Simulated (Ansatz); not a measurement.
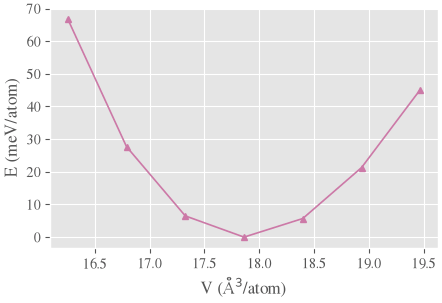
Figure. Pd (simple cubic, Pm-3m) under volume change, PBE in the plane-wave PAW code Ansatz, scaled uniformly.

### Question
What does a third-order Birch–Murnaghan fit give for V₀, B₀ and B′?

### Answer
V₀ = 17.86 Å³/atom, B₀ = 121 GPa, B′ = 5.4.

The cell is a constructed one: a structure type filled with these elements; neither database checked (COD, Materials Project) lists it. It is not the phase usual at ambient conditions (space group No. 225). The PBE relaxation kept the symmetry of its start; whether a distortion lowers the energy is not shown. The run is not spin-polarised.

Potentials: the earlier of the program's two PAW sets.
